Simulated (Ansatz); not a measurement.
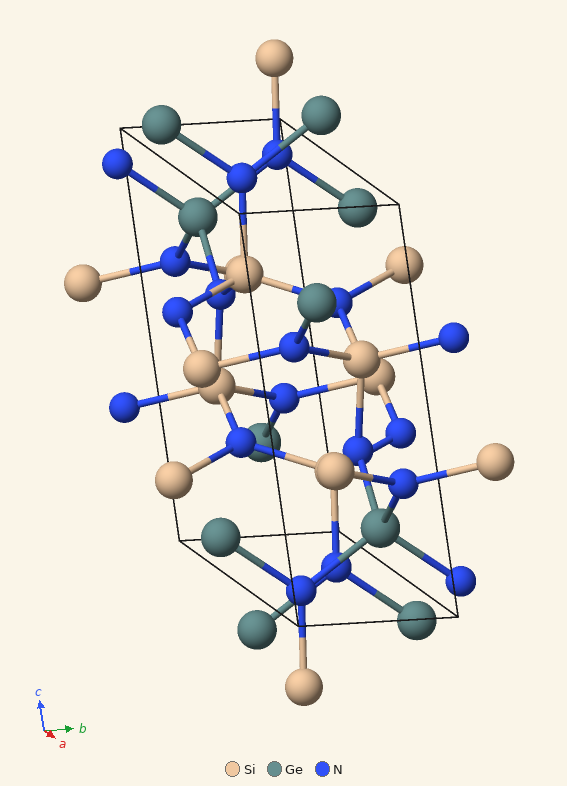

An orthographic ball-and-stick view of the structure, slightly off an axis. The edges of the conventional unit cell are marked. Atoms just outside the outline that bond to atoms inside are added.

Si₂GeN₄, space group P2_1/m (No. 11), a = 7.727 Å, b = 2.960 Å, c = 7.759 Å, α = 90.00°, β = 119.70°, γ = 90.00°. Origin of the cell: a structure type filled with these elements by a generator (whether the compound takes this form wasn't checked). Earlier steps of the study may have refined or changed the cell and positions. It went into a calculation with Ansatz.

This one geometry was computed with Ansatz (DFT, plane waves, PAW) at five levels of theory: PBE with spin-orbit coupling, r2SCAN, PBE0, PBE and HSE06. It was relaxed beforehand with r2SCAN.

Which level gives the highest pressure at this volume, and what does that say about its equilibrium volume?

Highest: PBE with spin-orbit coupling (5.9 GPa) and PBE (6.0 GPa), which points to the largest equilibrium volume. Lowest, with the smallest volume: PBE0 (-0.8 GPa) and HSE06 (-0.6 GPa). Levels within 0.5 GPa of each other can't be told apart.

How does the band gap change with the level of theory?

PBE with spin-orbit coupling: a gap of 3.75 eV, indirect; PBE: a gap of 3.75 eV, indirect; r2SCAN: a gap of 4.28 eV, indirect; HSE06: a gap of 5.28 eV, indirect; PBE0: a gap of 6.03 eV, indirect.

Collect the results in a table.

| level | cutoff (eV) | k-mesh of the run's cell | gap (eV) | pressure (GPa) |
| --- | --- | --- | --- | --- |
| PBE with spin-orbit coupling | 420 | 4×8×4 | 3.75 | 5.9 |
| r2SCAN | 500 | 4×8×4 | 4.28 | 0.0 |
| PBE0 | 420 | 2×6×2 | 6.03 | -0.8 |
| PBE | 420 | 4×8×4 | 3.75 | 6.0 |
| HSE06 | 420 | 2×6×2 | 5.28 | -0.6 |

Gaps are taken on the k-mesh or band path of each run.
